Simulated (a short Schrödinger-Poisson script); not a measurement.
Structure: gated Al0.3Ga0.7As/GaAs δ-doped gas, at 300 K.

```
layer      material  thickness (nm)  Na (cm⁻³)
-----  ------------  --------------  ---------
1      Al0.3Ga0.7As               8          -
2      Al0.3Ga0.7As              40          -
3              GaAs            6000       2e14
```

Constants are typed, rounded textbook-type inputs, not results; the design itself was drawn at random and stands for no fabricated device. Al0.3Ga0.7As: permittivity 12.05, conduction-band edge (eV) 0.237, gap (eV) 1.798, electron mass (mₑ) 0.0919, Nv at 300 K (cm⁻³) 9e18. GaAs: permittivity 12.9, conduction-band edge (eV) 0, gap (eV) 1.424, Nv at 300 K (cm⁻³) 9e18.

Channel valleys (confinement mass, in-plane density-of-states mass, number): Γ 0.067, 0.067, 1. At the gate the conduction-band edge of layer 1 lies 0.99 eV − eVg above the Fermi level of the channel; the field vanishes at the back. Sheet of ionised δ-doping: +2.8e12 e/cm² at 8 nm from the gate. The barrier under the gate holds no holes. Gaps are held at their typed values at every temperature. Mesh 0.08 nm at interfaces.

Solved with a short Schrödinger-Poisson script written for these runs: 1D Poisson equation in equilibrium, electrons quantum, Hartree (BenDaniel-Duke, 40 states a valley, the channel's in-plane mass for all, wave functions free to enter the barrier), parabolic valleys, classical holes, full ionisation, no traps, pinning or gate leakage.

Only gate voltages with over 1e8 electrons/cm² are shown.

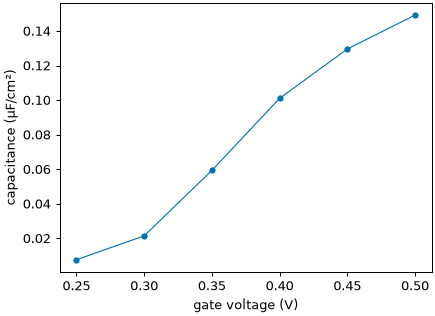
Quasi-static capacitance against gate voltage

```csv
Vg (V),electrons (cm⁻²),in the channel layer,C (μF/cm²),Γ E0 (meV),Γ E1 (meV)
0.5,1.18e11,1.17e11,0.149,68.9,88.8
0.4,3.88e10,3.86e10,0.101,103.3,118.3
0.3,3.27e9,3.26e9,0.0214,171.6,183.7
```

Subbands count from the Fermi level.
